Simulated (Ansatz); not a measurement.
**doublet CH5AlGeO+ at 3 levels**

We compute a comparison of 3 runs (UPBE0/cc-pVDZ, USVWN5/cc-pVDZ, UMP2/cc-pVDZ) of doublet CH5AlGeO+. 

Program for the calculation: Ansatz 0.2.0.

72 further runs of the same task are left out: 72 set aside as unsound or not needed. Runs told in other sessions of the task aren't counted.

## Step 1: The molecule

The species is CH5AlGeO+ (9 atoms), meant as a doublet with charge +1. As SMILES of the parent species, `O=[CH][GeH2][AlH2]`. The shape is that of a PBE0-D4/def2-TZVP optimisation. That shape belongs to the parent species and isn't relaxed for this state.

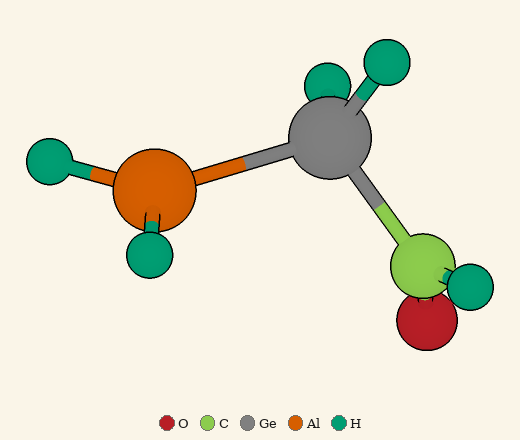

The structure, seen from a chosen angle (oxygen red, carbon green, germanium grey, aluminium orange, hydrogen teal).

## Step 2: The energy at UPBE0/cc-pVDZ (run 1)

File molecule.yaml:

```yaml
crystal:
  periodic: [false, false, false]
  atoms:
    - {symbol: O, position_ang: [-0.559900, 0.933700, -2.383700]}
    - {symbol: C, position_ang: [0.288100, 0.366900, -1.753500]}
    - {symbol: Ge, position_ang: [0.548000, 0.626500, 0.225200]}
    - {symbol: Al, position_ang: [-0.849600, -1.010200, 1.461300]}
    - {symbol: H, position_ang: [0.962400, -0.366200, -2.257100]}
    - {symbol: H, position_ang: [0.229300, 2.100100, 0.528800]}
    - {symbol: H, position_ang: [2.052000, 0.385500, 0.486200]}
    - {symbol: H, position_ang: [-0.703300, -2.549400, 1.107400]}
    - {symbol: H, position_ang: [-1.878600, -0.533100, 2.568200]}
basis:
  gaussian:
    orbitals: cc-pVDZ
total_charge: 1
magnetization:
  spin_polarized: true
  initial_magnetization: 1
hamiltonian:
  xc: {name: PBE0}
accuracy: high
output: {orbitals: {seedname: orbitals}}
```

Started as:

```
$ ansatz run molecule.yaml --threads 1 --pin off --max-ram 2610MiB --events-out events.jsonl --progress --plain --runs-dir runs
```

Log:

```text
Warning: RAYON_NUM_THREADS=1 ignored (pool sized by the plan → 1); use --threads N
Functional definition: PBE0
  name "PBE0"
  parameter a = 0.25
  parameter kappa = 0.804
  parameter beta = 0.06672455060314922
  exchange = (1 - a)*pbe_x(kappa = kappa, mu = beta*pi^2/3) + a*exact_x
  correlation = pbe_c(beta = beta)
2242 factors; integrals over basis functions are off by at most 4.4e-9 eV
mean field evaluation 1: about -66238.3485 eV, gradient 5.5e1 eV
mean field evaluation 2: about -65888.5093 eV, gradient 1.5e2 eV
mean field evaluation 4: about -66249.7722 eV, gradient 3.5e1 eV
mean field evaluation 8: about -66255.9745 eV, gradient 6.6e-1 eV
mean field evaluation 16: about -66256.1321 eV, gradient 2.9e-2 eV
mean field evaluation 32: about -66256.1321 eV, gradient 4.0e-6 eV
mean field -66256.13211152 eV, -2434.8679450789 hartree, gradient 8.9e-8 eV, S^2 0.760053; 2 other end points of the search recorded, 0 dependent functions left out
reference -66256.13211473 eV, -2434.8679451969 hartree; 32, 31 occupied and 66, 67 virtual orbitals, 2242 factors
Total energy: -66256.13211473 eV, -2434.8679451969 hartree
```

Wall time 33 s (1 thread of Arm Neoverse V2, shared host); peak memory 0.57 GiB.

## Step 3: The energy at USVWN5/cc-pVDZ (run 2)

File job.yaml:

```yaml
crystal:
  periodic: [false, false, false]
  atoms:
    - {symbol: O, position_ang: [-0.559900, 0.933700, -2.383700]}
    - {symbol: C, position_ang: [0.288100, 0.366900, -1.753500]}
    - {symbol: Ge, position_ang: [0.548000, 0.626500, 0.225200]}
    - {symbol: Al, position_ang: [-0.849600, -1.010200, 1.461300]}
    - {symbol: H, position_ang: [0.962400, -0.366200, -2.257100]}
    - {symbol: H, position_ang: [0.229300, 2.100100, 0.528800]}
    - {symbol: H, position_ang: [2.052000, 0.385500, 0.486200]}
    - {symbol: H, position_ang: [-0.703300, -2.549400, 1.107400]}
    - {symbol: H, position_ang: [-1.878600, -0.533100, 2.568200]}
basis:
  gaussian:
    orbitals: cc-pVDZ
total_charge: 1
magnetization:
  spin_polarized: true
  initial_magnetization: 1
hamiltonian:
  xc: {name: SVWN5}
accuracy: high
output: {orbitals: {seedname: orbitals}}
```

Started as:

```
$ ansatz run job.yaml --threads 1 --pin off --max-ram 2610MiB --events-out events.jsonl --progress --plain --runs-dir runs
```

Log:

```text
Warning: RAYON_NUM_THREADS=1 ignored (pool sized by the plan → 1); use --threads N
Functional definition: SVWN5
  name "SVWN5"
  exchange = slater_x
  correlation = vwn5_c
2242 factors; integrals over basis functions are off by at most 4.4e-9 eV
mean field evaluation 1: about -66098.1379 eV, gradient 7.4e1 eV
mean field evaluation 2: about -65414.7885 eV, gradient 2.1e2 eV
mean field evaluation 4: about -66128.0892 eV, gradient 2.0e1 eV
mean field evaluation 8: about -66130.2316 eV, gradient 2.3e0 eV
mean field evaluation 16: about -66130.2684 eV, gradient 3.6e-3 eV
mean field evaluation 32: about -66126.2573 eV, gradient 1.6e1 eV
mean field -66130.26836713 eV, -2430.2425377863 hartree, gradient 3.0e-8 eV, S^2 0.751942; 4 other end points of the search recorded, 0 dependent functions left out
reference -66130.26837121 eV, -2430.2425379363 hartree; 32, 31 occupied and 66, 67 virtual orbitals, 2242 factors
Total energy: -66130.26837121 eV, -2430.2425379363 hartree
```

Run time: 13 s. Hardware: 1 thread of Arm Neoverse V2, shared host; peak memory 0.31 GiB.

## Step 4: A single-point energy at UMP2/cc-pVDZ (run 3)

File input.yaml:

```yaml
crystal:
  periodic: [false, false, false]
  atoms:
    - {symbol: O, position_ang: [-0.559900, 0.933700, -2.383700]}
    - {symbol: C, position_ang: [0.288100, 0.366900, -1.753500]}
    - {symbol: Ge, position_ang: [0.548000, 0.626500, 0.225200]}
    - {symbol: Al, position_ang: [-0.849600, -1.010200, 1.461300]}
    - {symbol: H, position_ang: [0.962400, -0.366200, -2.257100]}
    - {symbol: H, position_ang: [0.229300, 2.100100, 0.528800]}
    - {symbol: H, position_ang: [2.052000, 0.385500, 0.486200]}
    - {symbol: H, position_ang: [-0.703300, -2.549400, 1.107400]}
    - {symbol: H, position_ang: [-1.878600, -0.533100, 2.568200]}
basis:
  gaussian:
    orbitals: cc-pVDZ
total_charge: 1
magnetization:
  spin_polarized: true
  initial_magnetization: 1
correlation:
  method: mp2
  frozen_orbitals: {Al: 5, C: 1, Ge: 9, H: 0, O: 1}
accuracy: high
```

Started as:

```
$ ansatz run input.yaml --threads 1 --pin off --max-ram 2610MiB --events-out events.jsonl --progress --plain --runs-dir runs
```

Log (excerpt; [...] marks lines left out):

```text
Warning: RAYON_NUM_THREADS=1 ignored (pool sized by the plan → 1); use --threads N
Functional definition: HF
  name "HF"
[...]
2242 factors; integrals over basis functions are off by at most 4.4e-9 eV
[...]
mean field -66193.50928735 eV, -2432.5665987380 hartree, gradient 2.3e-8 eV, S^2 0.787065; 3 other end points of the search recorded, 0 dependent functions left out
16 core orbitals not correlated: weight in the atoms' cores, before any rotation towards them, 1.000 or more for the frozen orbitals, at most 0.000 for the correlated occupied ones
reference -66193.50928735 eV, -2432.5665987380 hartree; 16, 15 occupied and 66, 67 virtual orbitals, 2242 factors
second order -12.20731814 eV of doubles, -0.00000000 eV of singles
Total energy: -66205.71660549 eV, -2433.0152094053 hartree
```

It took 12 s on 1 thread of Arm Neoverse V2, shared host; peak memory 0.47 GiB.

## Step 5: The series

| run | level | frozen core orbitals | energy (Eh) | HOMO energy (eV) | LUMO energy (eV) | ⟨S²⟩ | wall time |
| --- | --- | --- | --- | --- | --- | --- | --- |
| 1 | UPBE0/cc-pVDZ | – | -2434.867945 | -12.99 | -10.71 | 0.760 | 33 s |
| 2 | USVWN5/cc-pVDZ | – | -2430.242538 | -12.00 | -11.59 | 0.752 | 13 s |
| 3 | UMP2/cc-pVDZ | 16 | -2433.015209 | – | – | 0.787 | 12 s |

## Step 6: Summary of results

```
                                           quantity           value
                                run 3: total energy  -2433.01521 Eh
run 3: correlation energy (16 core orbitals frozen)      -448.6 mEh
           run 3: ⟨S²⟩ of the reference determinant           0.787
```

Totals of different functionals can't be ranked against each other. All runs together took 58 s, the longest 33 s.
